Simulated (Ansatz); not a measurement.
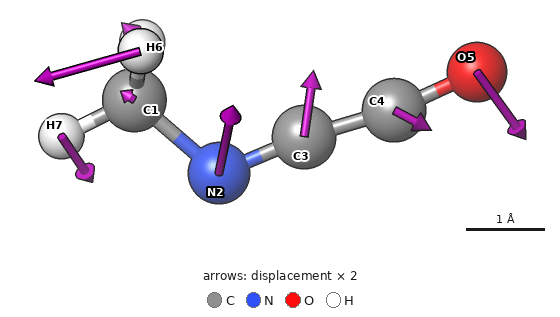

A relaxation of C$_{3}$H$_{3}$NO (coarse preliminary run). The starting structure is drawn; purple arrows show the displacements, magnified 2 times. The two geometries are superimposed by the best rigid fit.

Style: ball-and-stick. Shown face on.

The start comes from a force field.

The calculation used RKS PBE-D4/def2-SVP (Ansatz). Set-up: force threshold 0.03 eV/Å; at most 200 steps.

### What did the optimiser do to the structure, and how much energy did it gain?

An H atom moves most after the best rigid fit: 0.72 Å. By element the largest moves are H 0.72 Å, N 0.69 Å, O 0.61 Å, C 0.44 Å. Near-neighbour distances that change, for instance: C–C 1.210 → 1.361 Å, C–N 1.188 → 1.270 Å, C–H 1.047 → 1.112 Å, C–H 1.137 → 1.112 Å. Among the angles between lasting bonds that change: N–C–C 172.9° → 137.9°, C–C–O 170.8° → 155.1°, N–C–H 108.6° → 115.1°. Groups turn about C–N by about 60°. After 12 accepted moves (13 points after the start) the energy has fallen by 97.7 kJ/mol. Largest force component: 5.9 eV/Å at the start, 0.005 eV/Å at the end. The line search rejected the trial step at point 10 of the run.
